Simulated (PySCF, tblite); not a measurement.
# C₅H₆BF₂O radical: geometry, infrared bands and EPR parameters

Wanted: the infrared bands and EPR parameters of C₅H₆BF₂O radical (`C=C1[C@@H](F)[C@@]1(F)O[B]C`), by calculation.

The runs use tblite 0.8.0 and PySCF 2.14.0, with density-fitted response routines of our own; the level of theory stands in each step. All values are computed, except where a source is named. Atoms are numbered from 0 throughout.

## 1. The molecule as given

15 atoms, charge 0, multiplicity 2; geometry from: force field or distance geometry start.

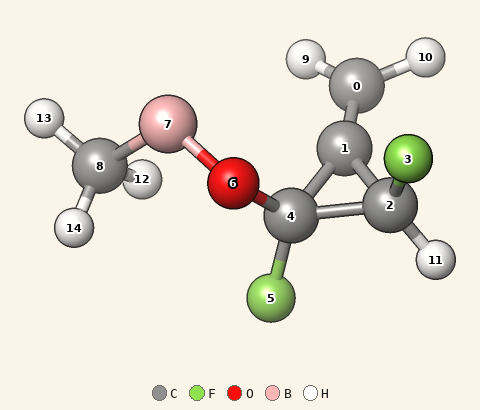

As it starts; carbon grey, fluorine green, oxygen red, boron pink, hydrogen white, atoms numbered; sticks join atoms by distance.

## 2. Optimising the geometry with GFN2-xTB

The job: settings as JSON, then the geometry in Å.

```
{"job": {"kind": "relax", "xc": "GFN2-xTB", "basis": "xTB"}, "charge": 0, "multiplicity": 2}
C     -1.566300     1.402000     0.437800
C     -1.179600     0.147600     0.284900
C     -1.649200    -1.284900     0.171100
F     -2.164800    -1.583800    -1.066400
C     -0.181700    -0.950100     0.152800
F      0.481200    -1.435000     1.260400
O      0.458800    -1.105300    -1.091200
B      1.180300     0.162500    -1.343700
C      2.385100     0.586400    -0.385400
H     -0.916700     2.244600     0.503600
H     -2.658400     1.613700     0.499800
H     -2.056200    -1.782400     1.077100
H      1.884700     0.927700     0.569200
H      2.991100     1.373400    -0.867100
H      2.987000    -0.308500    -0.224800
```

The run is started by

```sh
$ OMP_NUM_THREADS=1 python probes_run.py task.json out
```

The driver reads the jobs from task.json and runs them one after another.

Standard output:

```text
step      E/eV     max force
  0    -771.79275    3.023
  1    -772.10176    1.795
  2    -772.30691    1.943
  3    -772.39442    1.523
  4    -772.52479    1.335
  5    -772.59388    0.897
  6    -772.66841    0.975
  7    -772.72534    0.585
  8    -772.75315    0.606
  9    -772.80027    0.700
 10    -772.83209    0.746
 11    -772.85458    0.518
 12    -772.87624    0.446
 13    -772.89628    0.560
 14    -772.91086    0.402
 15    -772.91897    0.225
 16    -772.92520    0.232
 17    -772.93075    0.316
 18    -772.93539    0.228
 19    -772.93877    0.177
 20    -772.94156    0.163
 21    -772.94405    0.164
 22    -772.94625    0.121
 23    -772.94800    0.107
 24    -772.94946    0.103
 25    -772.95081    0.124
 26    -772.95215    0.114
 27    -772.95340    0.104
 28    -772.95443    0.087
 29    -772.95516    0.074
 30    -772.95569    0.058
 31    -772.95619    0.053
 32    -772.95672    0.066
 33    -772.95721    0.070
 34    -772.95758    0.043
 35    -772.95786    0.056
 36    -772.95810    0.048
 37    -772.95835    0.049
 38    -772.95860    0.041
 39    -772.95884    0.050
 40    -772.95907    0.051
 41    -772.95933    0.048
 42    -772.95962    0.047
 43    -772.95997    0.058
 44    -772.96041    0.090
 45    -772.96094    0.095
 46    -772.96144    0.066
 47    -772.96176    0.033
 48    -772.96192    0.027
 49    -772.96204    0.030
 50    -772.96217    0.035
 51    -772.96231    0.037
 52    -772.96243    0.031
 53    -772.96252    0.025
 54    -772.96260    0.036
 55    -772.96269    0.038
 56    -772.96278    0.027
 57    -772.96285    0.019
 58    -772.96291    0.018
 59    -772.96296    0.022
 60    -772.96304    0.029
 61    -772.96315    0.037
 62    -772.96329    0.034
 63    -772.96340    0.028
 64    -772.96349    0.024
 65    -772.96355    0.020
 66    -772.96361    0.019
 67    -772.96366    0.020
 68    -772.96370    0.024
 69    -772.96375    0.023
 70    -772.96379    0.019
 71    -772.96382    0.015
 72    -772.96386    0.015
 73    -772.96389    0.017
 74    -772.96393    0.020
 75    -772.96396    0.019
 76    -772.96400    0.018
 77    -772.96403    0.018
 78    -772.96406    0.016
 79    -772.96410    0.021
 80    -772.96414    0.019
 81    -772.96419    0.020
 82    -772.96425    0.022
 83    -772.96432    0.028
 84    -772.96440    0.039
 85    -772.96449    0.037
 86    -772.96456    0.023
 87    -772.96463    0.019
 88    -772.96470    0.021
 89    -772.96477    0.025
 90    -772.96486    0.028
 91    -772.96498    0.037
 92    -772.96520    0.050
 93    -772.96569    0.084
 94    -772.96622    0.103
 95    -772.95703    0.500
 96    -772.96722    0.086
 97    -772.96767    0.065
 98    -772.96832    0.078
 99    -772.96853    0.025
100    -772.96864    0.026
101    -772.96889    0.029
102    -772.96903    0.033
103    -772.96954    0.048
104    -772.96989    0.055
105    -772.97039    0.058
106    -772.97078    0.078
107    -772.97063    0.095
108    -772.97142    0.039
109    -772.97152    0.033
110    -772.97160    0.011
111    -772.97162    0.014
112    -772.97163    0.007
```

Wall time 0.52 s (1 thread of Arm Neoverse V2, shared host).

Relaxation path: (not every step is listed)

| step | energy from step 0 (eV) | largest force (eV/Å) |
| --- | --- | --- |
| 0 | 0.0000 | 3.0231 |
| 1 | -0.3090 | 1.7947 |
| 2 | -0.5142 | 1.9426 |
| 3 | -0.6017 | 1.5234 |
| 4 | -0.7320 | 1.3353 |
| 5 | -0.8011 | 0.8968 |
| 6 | -0.8757 | 0.9751 |
| 7 | -0.9326 | 0.5851 |
| 8 | -0.9604 | 0.6055 |
| 17 | -1.1380 | 0.3155 |
| 26 | -1.1594 | 0.1141 |
| 35 | -1.1651 | 0.0563 |
| 44 | -1.1677 | 0.0901 |
| 53 | -1.1698 | 0.0245 |
| 62 | -1.1705 | 0.0342 |
| 71 | -1.1711 | 0.0148 |
| 80 | -1.1714 | 0.0188 |
| 89 | -1.1720 | 0.0245 |
| 98 | -1.1756 | 0.0781 |
| 107 | -1.1779 | 0.0954 |
| 108 | -1.1787 | 0.0393 |
| 109 | -1.1788 | 0.0333 |
| 110 | -1.1789 | 0.0107 |
| 111 | -1.1789 | 0.0142 |
| 112 | -1.1789 | 0.0071 |

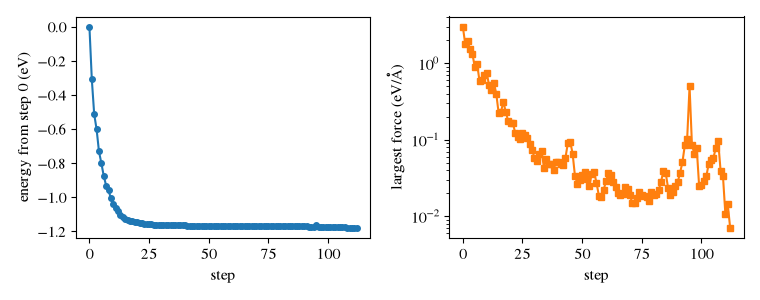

Energy and largest force along the relaxation.

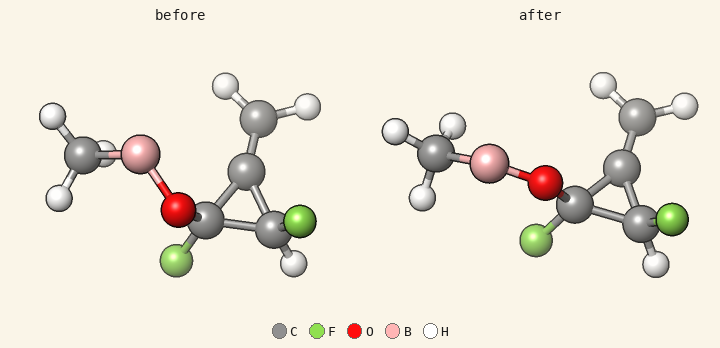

The geometry before (left) and after (right).

Distances of close pairs at the start and the end, largest changes first:

| bond | before (Å) | after (Å) | change (Å) |
| --- | --- | --- | --- |
| O6–B7 | 1.480 | 1.304 | -0.177 |
| C8–H12 | 1.131 | 1.091 | -0.040 |
| C0–H10 | 1.114 | 1.077 | -0.037 |
| C1–C2 | 1.512 | 1.475 | -0.037 |
| C1–C4 | 1.489 | 1.457 | -0.032 |
| C2–H11 | 1.111 | 1.086 | -0.025 |
| B7–C8 | 1.597 | 1.579 | -0.018 |
| C8–H13 | 1.104 | 1.086 | -0.018 |

The next job starts from the end point, and lists it.

## 3. Harmonic vibrations with GFN2-xTB

The job: settings as JSON, then the geometry in Å.

```
{"job": {"kind": "ir", "xc": "GFN2-xTB", "basis": "xTB"}, "charge": 0, "multiplicity": 2}
C     -1.883112     1.352009     0.614107
C     -1.426552     0.129495     0.421313
C     -1.715653    -1.291266     0.149700
F     -2.332894    -1.659721    -1.011849
C     -0.306497    -0.743043     0.093941
F      0.561303    -1.152276     1.069504
O      0.357840    -0.630029    -1.145566
B      1.550427    -0.176762    -1.412786
C      2.640794     0.486460    -0.483567
H     -1.213538     2.188076     0.725218
H     -2.939722     1.546777     0.683833
H     -1.993087    -1.968033     0.952660
H      2.192439     1.298463     0.090109
H      3.510061     0.884657    -0.999397
H      2.993777    -0.256820     0.230868
```

Standard output:

```text
mode    cm-1     km/mol
  1      17.5      0.99
  2      65.9      0.25
  3     101.1      0.39
  4     131.6      3.12
  5     165.9      3.26
  6     182.7      1.92
  7     258.6      7.99
  8     287.7     16.56
  9     336.8      4.62
 10     396.0      0.99
 11     491.6     11.69
 12     567.6     55.14
 13     579.6     10.05
 14     634.1     14.47
 15     665.8     12.45
 16     777.0     45.19
 17     825.6    200.39
 18     852.9     31.86
 19     860.6      8.87
 20     882.4     80.50
 21     928.9     10.41
 22     952.3     19.76
 23    1005.1     40.94
 24    1030.6     84.56
 25    1148.5     80.29
 26    1202.9     49.11
 27    1272.9     33.59
 28    1327.0    148.58
 29    1363.4      1.49
 30    1407.7     18.62
 31    1460.4      9.09
 32    1481.6      3.91
 33    1786.2    401.63
 34    2985.3     12.38
 35    3003.6     20.76
 36    3004.0      8.49
 37    3041.5     28.82
 38    3095.0     17.40
 39    3123.1     11.59
```

It took 0.36 s on 1 thread of Arm Neoverse V2, shared host.

The strongest bands and the atoms that carry them (share of the mass-weighted mode):

| cm⁻¹ | km/mol | atoms |
| --- | --- | --- |
| 568 | 55.1 | C2 23 %, C1 17 %, O6 14 %, C4 11 % |
| 826 | 200.4 | C8 26 %, O6 20 %, B7 20 %, C4 13 % |
| 882 | 80.5 | H13 18 %, C4 17 %, C2 14 % |
| 1031 | 84.6 | H9 22 %, H10 20 %, C0 14 %, C1 12 % |
| 1148 | 80.3 | H11 27 %, C2 26 %, C1 15 %, C4 11 % |
| 1203 | 49.1 | H11 45 %, C4 34 % |
| 1327 | 148.6 | B7 48 %, O6 17 % |
| 1786 | 401.6 | C1 64 %, C0 27 % |

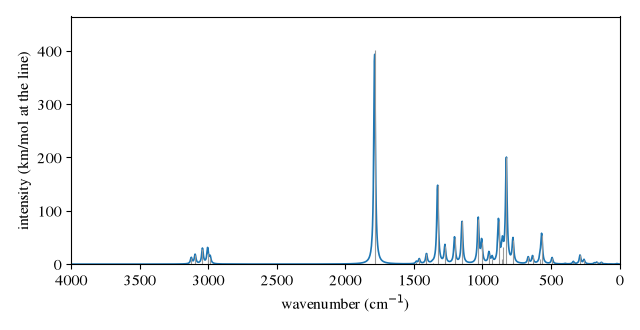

The infrared spectrum from these modes, unscaled. Lines are broadened to a width of 14 cm⁻¹ (Lorentzian).

## 4. EPR parameters: B3LYP/pcH-1

Settings changed since step 3:

```diff
@@ -1,2 +1,2 @@
-{"job": {"kind": "ir", "xc": "GFN2-xTB", "basis": "xTB"}, "charge": 0, "multiplicity": 2}
+{"job": {"kind": "epr", "basis": "pcH-1"}, "charge": 0, "multiplicity": 2}
 C     -1.883112     1.352009     0.614107
```

With the program's defaults for keys left out, this is: UKS B3LYP, pcH-1 on B C F H O, non-relativistic, mean-field spin-orbit, GIAO.

Standard output:

```text
UKS, coarse grid
  cycle   1  E = -493.65022957  |g| = 6.71e-01
  cycle   2  E = -493.45112632  |g| = 1.05e+00
  cycle   3  E = -493.80393706  |g| = 1.05e-01
  cycle   4  E = -493.80770758  |g| = 5.23e-02
  cycle   5  E = -493.80891713  |g| = 1.45e-02
  cycle   6  E = -493.80901094  |g| = 5.81e-03
  cycle   7  E = -493.80903010  |g| = 2.11e-03
  cycle   8  E = -493.80903227  |g| = 1.10e-03
  cycle   9  E = -493.80903351  |g| = 3.49e-04
UKS, final grid
  cycle   1  E = -493.80902609  |g| = 4.84e-04
  cycle   2  E = -493.80902599  |g| = 7.82e-04
  cycle   3  E = -493.80902618  |g| = 7.51e-05
  cycle   4  E = -493.80902619  |g| = 3.55e-05
  cycle   5  E = -493.80902619  |g| = 2.64e-05
E = -493.80902619 Eh   <S^2> = 0.7520 (exact 0.7500)
g shifts (ppm)      1          2          3
  rmc          -125       -125       -125
  gc             17         32        -51
  oz_so       -1516        -71        451
  total       -1624       -164        275
hyperfine (MHz)  atom isotope    a_iso     a_fc   dipolar eigenvalues
    0   13C       1.80       1.80     -2.07     -1.57      3.64
    1   13C      -1.16      -1.16     -1.97      0.34      1.63
    2   13C      -1.95      -1.95     -0.54      0.05      0.49
    3   19F       5.95       5.95     -4.50     -2.16      6.66
    4   13C      84.47      84.47     -6.55     -5.63     12.18
    5   19F       6.05       6.05    -14.10     -7.22     21.32
    6   17O    -180.81    -180.81     -7.45      0.51      6.94
    7   11B     466.86     466.86    -39.17    -35.96     75.12
    8   13C      93.10      93.10     -8.26     -6.25     14.51
    9    1H      -1.15      -1.15     -1.01      0.10      0.91
   10    1H      -1.65      -1.65     -1.26     -0.48      1.75
   11    1H      -0.44      -0.44     -0.83     -0.70      1.53
   12    1H      22.80      22.80     -5.56     -2.52      8.09
   13    1H      21.46      21.46     -6.63     -5.13     11.75
   14    1H      10.38      10.38     -5.68     -2.76      8.44
```

Run time: 72 s. Hardware: 1 thread of Arm Neoverse V2, shared host; peak memory 0.96 GiB.

Principal g values 2.00070, 2.00216, 2.00259; g(iso) = 2.00181, against 2.00232 for a free electron.

Mean a(iso) over the nuclei that a row names, and the largest dipolar term of the row (other rows stand at the frozen geometry):

| nuclei | isotope | a(iso) (MHz) | a(iso) (G, at g = 2.0023) | largest dipolar term (MHz) |
| --- | --- | --- | --- | --- |
| B7 | 11B | 466.9 | 166.6 | 75.1 |
| O6 | 17O | -180.8 | -64.5 | -7.5 |
| C8 | 13C | 93.1 | 33.2 | 14.5 |
| C4 | 13C | 84.5 | 30.1 | 12.2 |
| H12, H13, H14 | 1H | 18.2 | 6.5 | 11.8 |
| F5 | 19F | 6.1 | 2.2 | 21.3 |
| F3 | 19F | 6.0 | 2.1 | 6.7 |
| C2 | 13C | -1.9 | -0.7 | -0.5 |
| C0 | 13C | 1.8 | 0.6 | 3.6 |
| H10 | 1H | -1.6 | -0.6 | 1.7 |
| C1 | 13C | -1.2 | -0.4 | -2.0 |
| H9 | 1H | -1.2 | -0.4 | -1.0 |
| H11 | 1H | -0.4 | -0.2 | 1.5 |

Mulliken spin populations:

C0 0.03; C1 -0.01; C2 0.00; F3 0.00; C4 0.06; F5 0.00; O6 -0.02; B7 0.91; C8 0.00; H9 0.00; H10 0.00; H11 0.00; H12 0.02; H13 0.00; H14 0.01

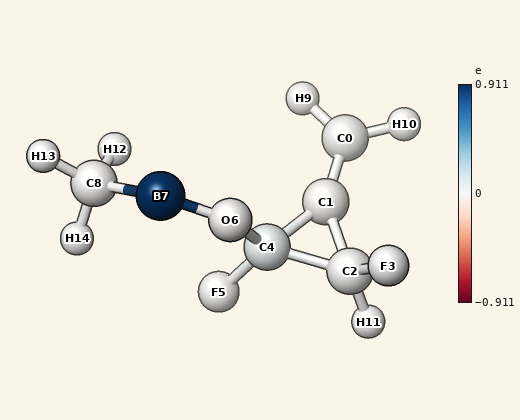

Mulliken spin populations, as colours on the atoms.

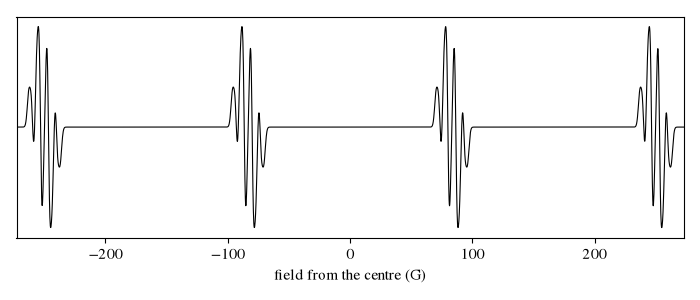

First-order isotropic spectrum (first derivative, main isotopes with spin only, couplings over 0.8 MHz, Gaussian width 1.3 G; couplings of the frozen geometry, rotation of groups not averaged beyond the rows shown).

Orbitals, density, ELF and potential are computed afterwards from the orbital file.

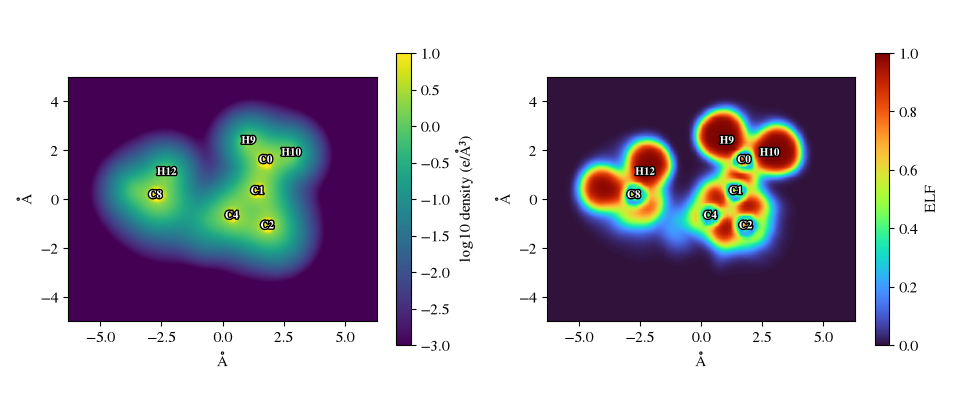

Density (left) and ELF (right) in a plane through or near 8 of the atoms.

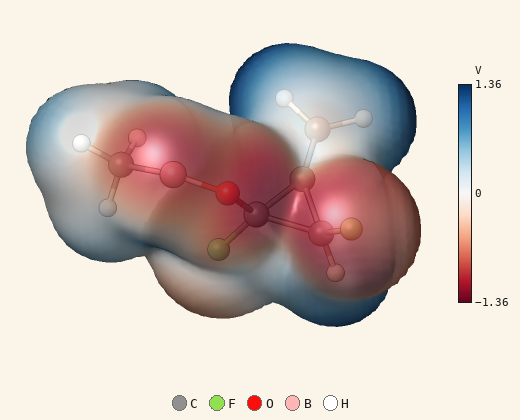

The potential that a unit positive charge feels on the 0.002 e/bohr³ surface, from -1.17 V near O6 to 1.36 V near H9.

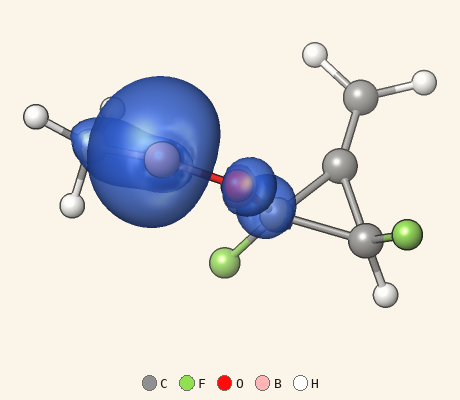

Spin density at ±0.03 e/Å³ (alpha excess blue, beta excess red).

## 5. Summary of results

```
                                                                  quantity                  value
                                 strongest single infrared mode (GFN2-xTB)  1786 cm⁻¹, 402 km/mol
                                              zero-point energy (GFN2-xTB)          62.5 kcal/mol
                                                            g(iso) (B3LYP)                2.00181
                                                                      ⟨S²⟩     0.752 (exact 0.75)
                                        largest a(iso) (averaged by class)   11B on B7, 466.9 MHz
potential on the surface of density 0.002 e/bohr³, 1st and 99th percentile     -1.17 V and 1.36 V
```

**Reading.** Relaxing lowered the energy by 1.179 eV in 112 steps; the close pair that moved most is O6–B7, from 1.480 to 1.304 Å. All 39 modes are real, so the xTB geometry is a minimum. The strongest single mode, at 1786 cm⁻¹, moves mainly C1. GFN2-xTB is a fitted tight-binding method: band positions and strengths are rough. Its intensities can rank the bands wrongly. B7 carries the largest spin population, 0.91 e. The isotropic g lies 0.5 ppt below the free-electron value. These values are for one conformer; the search (at its own cheap level) found 2 more, at 0.56, 3.01 kcal/mol, and measured spectra average over such forms.
